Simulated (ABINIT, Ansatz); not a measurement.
# A GW run on KBr (Fm-3m) in ABINIT, with inputs changed

A base run on KBr (Fm-3m), then changed inputs.

Program: ABINIT 10.8.3. Level of theory: PBE and many-body steps on it, plane waves. Results are calculated unless marked as measured.

## Step 1: Starting point

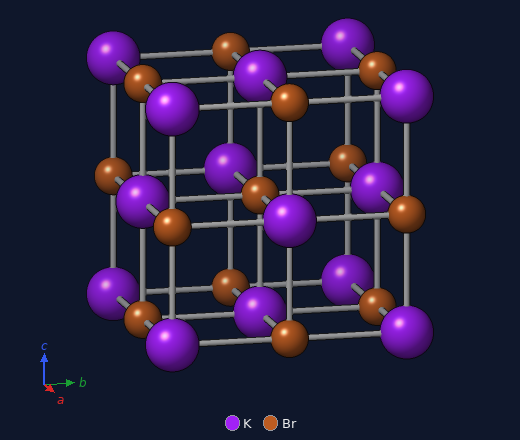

The cell as given, slightly off an axis (potassium purple, bromine orange). This picture shows the conventional cell, with its axes. Some periodic images of atoms are drawn too.

The cell and positions come from the Crystallography Open Database and are kept as given unless a step says otherwise.

## Step 2: Screening, 4×4×4 mesh, 540 bands, screening to 283 eV

This step: ABINIT 10.8.3; RPA screening on PBE, plane waves, norm-conserving pseudopotentials.

The RPA dielectric matrix is built and inverted for each q.

The input, run.abi:

```
acell 3*1.0 Angstrom
rprim 
  0.000000000000 3.300000000000 3.300000000000
  3.300000000000 0.000000000000 3.300000000000
  3.300000000000 3.300000000000 0.000000000000
ntypat 2
znucl 19 35
natom 2
typat 1 2
xred 
  0.000000000000 0.000000000000 0.000000000000
  0.500000000000 0.500000000000 0.500000000000
pp_dirpath "pseudos"
pseudos "K.upf, Br.upf"
ecut 33
ngkpt 4 4 4
nshiftk 1
shiftk 0 0 0
kptopt 1
chksymbreak 0
istwfk *1
occopt 1
irdwfk 1
optdriver 3
nband 540
ecuteps 10.4
inclvkb 2
awtr 1
symchi 1
indata_prefix "in"
outdata_prefix "out"
tmpdata_prefix "tmp"
```

Launch:

```sh
OMP_NUM_THREADS=1 mpirun -n 4 abinit run.abi > log
```

Output:

```text
.Version 10.8.3 of ABINIT. v10.8.2 released Aug 2026.

 Symmetries : space group Fm -3 m (#225); Bravais cF (face-center cubic)
[... echo of the input left out ...]
== DATASET  1 ==================================================================
-   mpi_nproc: 4, omp_nthreads: 1 (-1 if OMP is not activated)

--- !DatasetInfo
iteration_state: {dtset: 1, }
dimensions: {natom: 2, nkpt: 8, mband: 540, nsppol: 1, nspinor: 1, nspden: 1, mpw: 4477, }
cutoff_energies: {ecut:  33.0, pawecutdg:  -1.0, }
electrons: {nelect:   1.60000000E+01, charge:   0.00000000E+00, occopt:   1.00000000E+00, tsmear:   1.00000000E-02, }

 SCREENING: Calculation of the susceptibility and dielectric matrices

 Based on a program developped by R.W. Godby, V. Olevano, G. Onida, and L. Reining.
 Incorporated in ABINIT by V. Olevano, G.-M. Rignanese, and M. Torrent.
.Using double precision arithmetic ; gwpc =  8

[... cell and pseudopotentials left out ...]
--------------------------------------------------------------------------------

 ==== K-mesh for the wavefunctions ====
 Number of points in the irreducible wedge :     8
[... list of points left out ...]
 Together with 48 symmetry operations and time-reversal symmetry
 yields    64 points in the full Brillouin Zone.

 ==== Q-mesh for the screening function ====
 Number of points in the irreducible wedge :     8
[... list of points left out ...]
 Together with 48 symmetry operations and time-reversal symmetry
 yields    64 points in the full Brillouin Zone.

 setmesh: FFT mesh size selected  =    36x   36x   36
          total number of points  =        46656

 vcoul_init : cutoff-mode = AUXILIARY_FUNCTION
 q-points for optical limit:   1
     1)      0.000010    0.000020    0.000030

- screening: taking advantage of time-reversal symmetry
- Maximum band index for partially occupied states nbvw = 8
- Remaining bands to be divided among processors   nbcw = 532
- Number of bands treated by each node ~133

 Number of electrons calculated from density =   16.0000; Expected =   16.0000
 average of density, n =  0.032988
 r_s =    1.9343
 omega_plasma =   17.5199 [eV]

 calculating chi0 at frequencies [eV] :
  1    0.000000E+00    0.000000E+00
  2    0.000000E+00    1.751989E+01

--------------------------------------------------------------------------------
  q-point number  1        q = ( 0.000000, 0.000000, 0.000000) [r.l.u.]
--------------------------------------------------------------------------------
[... chi0 elements left out ...]
 For q-point:  0.000010 0.000020 0.000030
  dielectric constant =   2.3738
  dielectric constant without local fields =   2.8543

  Average fulfillment of the sum rule on Im[epsilon] for q-point    1 :     92.56  [%]
[... wings left out ...]
  q-point number  2        q = ( 0.250000, 0.000000, 0.000000) [r.l.u.]
--------------------------------------------------------------------------------
[... chi0 elements left out ...]
  Average fulfillment of the sum rule on Im[epsilon] for q-point    2 :     94.07  [%]

 [... 6 further q-points ...]
```

Wall time 7.5 min (4 MPI ranks of Arm Neoverse V2, shared host); peak memory 4.1 GiB.

This step gave:

```
ε∞ with local fields, on this mesh, along the program's q direction : 2.374
the same without local fields                                       : 2.854
plasma frequency                                                    : 17.52 eV
plane waves in the screening matrix                                 : 749
```

Local fields lower ε∞ by 17 %.

## Step 3: Base

The self-energy is evaluated for the states that the input lists, and the levels follow from it, in one-shot runs by the linearised quasiparticle equation.

This step: G0W0 on PBE, plane waves, norm-conserving pseudopotentials.

run.abi: that of step 2 with these lines changed.

```diff
@@ -23,8 +23,15 @@
 irdwfk 1
-optdriver 3
+optdriver 4
 nband 540
+gwcalctyp 0
+ecutsigx 33
+symsigma 1
+nkptgw 1
+kptgw 
+  0.0000000000 0.0000000000 0.0000000000
+bdgw 
+  6 12
 ecuteps 10.4
-inclvkb 2
-awtr 1
-symchi 1
+irdscr 1
+ppmodel 1
 indata_prefix "in"
```

Output:

```text
.Version 10.8.3 of ABINIT. v10.8.2 released Aug 2026.

 Symmetries : space group Fm -3 m (#225); Bravais cF (face-center cubic)
[... echo of the input left out ...]
== DATASET  1 ==================================================================
-   mpi_nproc: 4, omp_nthreads: 1 (-1 if OMP is not activated)

--- !DatasetInfo
iteration_state: {dtset: 1, }
dimensions: {natom: 2, nkpt: 8, mband: 540, nsppol: 1, nspinor: 1, nspden: 1, mpw: 4477, }
cutoff_energies: {ecut:  33.0, pawecutdg:  -1.0, }
electrons: {nelect:   1.60000000E+01, charge:   0.00000000E+00, occopt:   1.00000000E+00, tsmear:   1.00000000E-02, }

 SIGMA: Calculation of the GW corrections

 Based on a program developped by R.W. Godby, V. Olevano, G. Onida, and L. Reining.
 Incorporated in ABINIT by V. Olevano, G.-M. Rignanese, and M. Torrent.
.Using double precision arithmetic ; gwpc =  8

[... cell and pseudopotentials left out ...]
--------------------------------------------------------------------------------

 ==== K-mesh for the wavefunctions ====
 Number of points in the irreducible wedge :     8
[... list of points left out ...]
 Together with 48 symmetry operations and time-reversal symmetry
 yields    64 points in the full Brillouin Zone.

 ==== Q-mesh for screening function ====
 Number of points in the irreducible wedge :     8
[... list of points left out ...]
 Together with 48 symmetry operations and time-reversal symmetry
 yields    64 points in the full Brillouin Zone.

 vcoul_init : cutoff-mode = AUXILIARY_FUNCTION
 q-points for optical limit:   1
     1)      0.000010    0.000020    0.000030
 setmesh: FFT mesh size selected  =    45x   45x   45
          total number of points  =        91125

 Number of electrons calculated from density =   16.0000; Expected =   16.0000
 average of density, n =  0.032988
 r_s =    1.9343
 omega_plasma =   17.5199 [eV]

 === KS Band Gaps ===
  >>>> For spin  1
   Minimum direct gap =   4.4359 [eV], located at k-point      :   0.0000  0.0000  0.0000
   Fundamental gap    =   4.4359 [eV], Top of valence bands at :   0.0000  0.0000  0.0000
                                       Bottom of conduction at :   0.0000  0.0000  0.0000
 SIGMA fundamental parameters:
 PLASMON POLE MODEL  1
 number of plane-waves for SigmaX                 4477
 number of plane-waves for SigmaC and W            749
 number of plane-waves for wavefunctions          4477
 number of bands                                   540
 number of independent spin polarizations            1
 number of spinorial components                      1
 number of k-points in IBZ                           8
 number of q-points in IBZ                           8
 number of symmetry operations                      48
 number of k-points in BZ                           64
 number of q-points in BZ                           64
 number of frequencies for dSigma/dE                 9
 frequency step for dSigma/dE [eV]                0.25
 number of omega for Sigma on real axis              0
 max omega for Sigma on real axis  [eV]           0.00
 zcut for avoiding poles [eV]                     0.10

 EPSILON^-1 parameters (SCR file):
 dimension of the eps^-1 matrix on file            749
 dimension of the eps^-1 matrix used               749
 number of plane-waves for wavefunctions          4477
 number of bands                                   540
 number of q-points in IBZ                           8
 number of frequencies                               2
 number of real frequencies                          1
 number of imag frequencies                          1

 matrix elements of self-energy operator (all in [eV])

 Perturbative Calculation

--- !SelfEnergy_ee
iteration_state: {dtset: 1, }
kpoint     : [   0.000,    0.000,    0.000, ]
spin       : 1
KS_gap     :    4.436
QP_gap     :    7.015
Delta_QP_KS:    2.579
data: !SigmaeeData |
     Band     E0 <VxcDFT>   SigX SigC(E0)      Z dSigC/dE  Sig(E)    E-E0       E
        6  -0.010 -12.760 -16.565   1.323   0.813  -0.230 -14.778  -2.018  -2.027
        7  -0.010 -12.760 -16.565   1.323   0.813  -0.230 -14.778  -2.018  -2.027
        8  -0.010 -12.760 -16.565   1.323   0.813  -0.230 -14.778  -2.018  -2.027
        9   4.426  -6.661  -3.089  -2.922   0.864  -0.157  -6.099   0.561   4.987
       10   7.598  -8.409  -3.762  -3.154   0.858  -0.165  -7.128   1.281   8.880
       11   7.598  -8.409  -3.762  -3.154   0.858  -0.165  -7.128   1.281   8.880
       12   7.598  -8.409  -3.762  -3.154   0.858  -0.165  -7.128   1.281   8.880

== END DATASET(S) ==============================================================
================================================================================

 -outvars: echo values of variables after computation  --------
           etotal      0.0000000000E+00
            nband         540
             nkpt           8
          spgroup         225
 [... the other variables as echoed above ...]

 Calculation completed.
```

It took 2.9 min on 4 MPI ranks; peak memory 4.9 GiB; 12 min of CPU time.

Numbers from this step:

```yaml
g0w0_gap_on_the_points_computed: 7.014 eV
starting_gap_on_the_mesh: 4.436 eV
k_of_the_valence_top: 0, 0, 0
k_of_the_conduction_bottom: 0, 0, 0
z_at_the_valence_top: 0.813
z_at_the_conduction_bottom: 0.864
least_direct_g0w0_gap_on_the_computed_points: 7.014 eV
```

The gap on the mesh goes from 4.44 eV to 7.01 eV, a correction of +2.58 eV.

## Step 4: Smaller part of the screening matrix

run.abi: that of step 3 with these lines changed.

```diff
@@ -33,3 +33,3 @@
   6 12
-ecuteps 10.4
+ecuteps 2.6
 irdscr 1
```

Output:

```text
.Version 10.8.3 of ABINIT. v10.8.2 released Aug 2026.

 Symmetries : space group Fm -3 m (#225); Bravais cF (face-center cubic)
[... echo of the input left out ...]
== DATASET  1 ==================================================================
-   mpi_nproc: 4, omp_nthreads: 1 (-1 if OMP is not activated)

--- !DatasetInfo
iteration_state: {dtset: 1, }
dimensions: {natom: 2, nkpt: 8, mband: 540, nsppol: 1, nspinor: 1, nspden: 1, mpw: 4477, }
cutoff_energies: {ecut:  33.0, pawecutdg:  -1.0, }
electrons: {nelect:   1.60000000E+01, charge:   0.00000000E+00, occopt:   1.00000000E+00, tsmear:   1.00000000E-02, }

 SIGMA: Calculation of the GW corrections

 Based on a program developped by R.W. Godby, V. Olevano, G. Onida, and L. Reining.
 Incorporated in ABINIT by V. Olevano, G.-M. Rignanese, and M. Torrent.
.Using double precision arithmetic ; gwpc =  8

[... cell and pseudopotentials left out ...]
--------------------------------------------------------------------------------

 ==== K-mesh for the wavefunctions ====
 Number of points in the irreducible wedge :     8
[... list of points left out ...]
 Together with 48 symmetry operations and time-reversal symmetry
 yields    64 points in the full Brillouin Zone.

 ==== Q-mesh for screening function ====
 Number of points in the irreducible wedge :     8
[... list of points left out ...]
 Together with 48 symmetry operations and time-reversal symmetry
 yields    64 points in the full Brillouin Zone.

 vcoul_init : cutoff-mode = AUXILIARY_FUNCTION
 q-points for optical limit:   1
     1)      0.000010    0.000020    0.000030
 setmesh: FFT mesh size selected  =    45x   45x   45
          total number of points  =        91125

 Number of electrons calculated from density =   16.0000; Expected =   16.0000
[...]
number of q-points in BZ                           64
 number of frequencies for dSigma/dE                 9
 frequency step for dSigma/dE [eV]                0.25
 number of omega for Sigma on real axis              0
 max omega for Sigma on real axis  [eV]           0.00
 zcut for avoiding poles [eV]                     0.10

 EPSILON^-1 parameters (SCR file):
 dimension of the eps^-1 matrix on file            749
 dimension of the eps^-1 matrix used               113
 number of plane-waves for wavefunctions          4477
 number of bands                                   540
 number of q-points in IBZ                           8
 number of frequencies                               2
 number of real frequencies                          1
 number of imag frequencies                          1

 matrix elements of self-energy operator (all in [eV])

 Perturbative Calculation

--- !SelfEnergy_ee
iteration_state: {dtset: 1, }
kpoint     : [   0.000,    0.000,    0.000, ]
spin       : 1
KS_gap     :    4.436
QP_gap     :    6.779
Delta_QP_KS:    2.343
data: !SigmaeeData |
     Band     E0 <VxcDFT>   SigX SigC(E0)      Z dSigC/dE  Sig(E)    E-E0       E
        6  -0.010 -12.760 -16.565   1.672   0.819  -0.221 -14.506  -1.746  -1.755
        7  -0.010 -12.760 -16.565   1.672   0.819  -0.221 -14.506  -1.746  -1.755
        8  -0.010 -12.760 -16.565   1.672   0.819  -0.221 -14.506  -1.746  -1.755
        9   4.426  -6.661  -3.089  -2.882   0.866  -0.155  -6.063   0.597   5.024
       10   7.598  -8.409  -3.762  -3.074   0.860  -0.162  -7.056   1.353   8.952
       11   7.598  -8.409  -3.762  -3.074   0.860  -0.162  -7.056   1.353   8.952
       12   7.598  -8.409  -3.762  -3.074   0.860  -0.162  -7.056   1.353   8.952

== END DATASET(S) ==============================================================
================================================================================

 -outvars: echo values of variables after computation  --------
           etotal      0.0000000000E+00
            nband         540
             nkpt           8
          spgroup         225
 [... the other variables as echoed above ...]

 Calculation completed.
```

The job ended after 9.4 s (4 MPI ranks; peak memory 2.4 GiB).

This step gave:

```yaml
g0w0_gap_on_the_points_computed: 6.779 eV
starting_gap_on_the_mesh: 4.436 eV
k_of_the_valence_top: 0, 0, 0
k_of_the_conduction_bottom: 0, 0, 0
z_at_the_valence_top: 0.819
z_at_the_conduction_bottom: 0.866
least_direct_g0w0_gap_on_the_computed_points: 6.779 eV
```

## Step 5: Exchange cutoff of one hartree

run.abi: that of step 4 with these lines changed.

```diff
@@ -26,3 +26,3 @@
 gwcalctyp 0
-ecutsigx 33
+ecutsigx 1
 symsigma 1
@@ -33,3 +33,3 @@
   6 12
-ecuteps 2.6
+ecuteps 10.4
 irdscr 1
```

Output:

```text
.Version 10.8.3 of ABINIT. v10.8.2 released Aug 2026.

 Symmetries : space group Fm -3 m (#225); Bravais cF (face-center cubic)
[... echo of the input left out ...]
== DATASET  1 ==================================================================
-   mpi_nproc: 4, omp_nthreads: 1 (-1 if OMP is not activated)

--- !DatasetInfo
iteration_state: {dtset: 1, }
dimensions: {natom: 2, nkpt: 8, mband: 540, nsppol: 1, nspinor: 1, nspden: 1, mpw: 4477, }
cutoff_energies: {ecut:  33.0, pawecutdg:  -1.0, }
electrons: {nelect:   1.60000000E+01, charge:   0.00000000E+00, occopt:   1.00000000E+00, tsmear:   1.00000000E-02, }

 SIGMA: Calculation of the GW corrections

 Based on a program developped by R.W. Godby, V. Olevano, G. Onida, and L. Reining.
 Incorporated in ABINIT by V. Olevano, G.-M. Rignanese, and M. Torrent.
.Using double precision arithmetic ; gwpc =  8

[... cell and pseudopotentials left out ...]
--------------------------------------------------------------------------------

 ==== K-mesh for the wavefunctions ====
 Number of points in the irreducible wedge :     8
[... list of points left out ...]
 Together with 48 symmetry operations and time-reversal symmetry
 yields    64 points in the full Brillouin Zone.

 ==== Q-mesh for screening function ====
 Number of points in the irreducible wedge :     8
[... list of points left out ...]
 Together with 48 symmetry operations and time-reversal symmetry
 yields    64 points in the full Brillouin Zone.

 vcoul_init : cutoff-mode = AUXILIARY_FUNCTION
 q-points for optical limit:   1
     1)      0.000010    0.000020    0.000030
 setmesh: FFT mesh size selected  =    25x   25x   25
          total number of points  =        15625

 Number of electrons calculated from density =   16.0000; Expected =   16.0000
[...]
number of q-points in BZ                           64
 number of frequencies for dSigma/dE                 9
 frequency step for dSigma/dE [eV]                0.25
 number of omega for Sigma on real axis              0
 max omega for Sigma on real axis  [eV]           0.00
 zcut for avoiding poles [eV]                     0.10

 EPSILON^-1 parameters (SCR file):
 dimension of the eps^-1 matrix on file            749
 dimension of the eps^-1 matrix used                15
 number of plane-waves for wavefunctions          4477
 number of bands                                   540
 number of q-points in IBZ                           8
 number of frequencies                               2
 number of real frequencies                          1
 number of imag frequencies                          1

 matrix elements of self-energy operator (all in [eV])

 Perturbative Calculation

--- !SelfEnergy_ee
iteration_state: {dtset: 1, }
kpoint     : [   0.000,    0.000,    0.000, ]
spin       : 1
KS_gap     :    4.436
QP_gap     :    4.927
Delta_QP_KS:    0.491
data: !SigmaeeData |
     Band     E0 <VxcDFT>   SigX SigC(E0)      Z dSigC/dE  Sig(E)    E-E0       E
        6  -0.010 -12.760 -13.140   2.017   0.848  -0.179 -11.372   1.388   1.378
        7  -0.010 -12.760 -13.140   2.017   0.848  -0.179 -11.372   1.388   1.378
        8  -0.010 -12.760 -13.140   2.017   0.848  -0.179 -11.372   1.388   1.378
        9   4.426  -6.661  -1.741  -2.763   0.871  -0.148  -4.782   1.879   6.305
       10   7.598  -8.409  -1.957  -2.812   0.868  -0.152  -5.250   3.159  10.758
       11   7.598  -8.409  -1.957  -2.812   0.868  -0.152  -5.250   3.159  10.758
       12   7.598  -8.409  -1.957  -2.812   0.868  -0.152  -5.250   3.159  10.758

== END DATASET(S) ==============================================================
================================================================================

 -outvars: echo values of variables after computation  --------
           etotal      0.0000000000E+00
            nband         540
             nkpt           8
          spgroup         225
 [... the other variables as echoed above ...]

 Calculation completed.
```

Run time: 4.1 s. Hardware: 4 MPI ranks; peak memory 0.99 GiB.

The run ended normally, though the input holds a fault or crude settings.

The fault put into this input: exchange cutoff of one hartree. It printed a gap of 4.93 eV, an artefact of the input.

## Step 6: The runs together

Times are wall times on 4 MPI ranks of Arm Neoverse V2, shared host, good to a factor of about two. A run's time includes the screening step that it read.

| run | mesh | bands | screening cutoff (eV) | DFT gap (eV) | gap on the mesh (eV) | direct (eV) | ε∞ used | time |
| --- | --- | --- | --- | --- | --- | --- | --- | --- |
| base | 4×4×4 | 540 | 283 | 4.436 | 7.014 | 7.014 | 2.37 | 10 min |
| smaller part of the screening matrix | 4×4×4 | 540 | 70.7 | 4.436 | 6.779 | 6.779 | 2.37 | 7.7 min |

## Step 7: Results

- base: 7.014 eV
- smaller part of the screening matrix: 6.779 eV
- known limits: not at the basis limit; no spin-orbit coupling

What this shows: Smaller part of the screening matrix: −0.235 eV against base (keys changed: ecuteps). Bands and cutoff are finite, so the gap is not at the basis limit. The miss can reach some tenths of an eV and take either sign; the mesh is an error of its own. In the G0W0 runs levels were corrected at 1 k point alone, so a gap called «on the mesh» is the least over those, and an edge elsewhere would be missed. The many-body steps are scalar-relativistic: spin-orbit coupling is not in them.

[Paths, hosts, dates, memory and timing lines, banners, echoed tables and standing remarks are left out of the program output.]

[Logs are printed without paths, hosts, clocks, repeated set-up lines and the standing remarks that a program may print on its own settings, such as how far it seeks lower states.]

[Runs of the session that timed out or met a known fault of the program may be left out.]

[Hosts, paths, dates, database ids (printed as entryN), source tags and the programs' standing remarks are cut or masked in the printed files.]

[G0W0 gaps are taken among the corrected bands and points alone; a level outside them can change the order at an edge.]

[Where Ansatz stands beside ABINIT at settings called matched, ABINIT's density can come from a denser mesh and the files from another edition; pairs whose starting gaps differed by over 0.03 eV were left out, so agreement reads better than it is.]
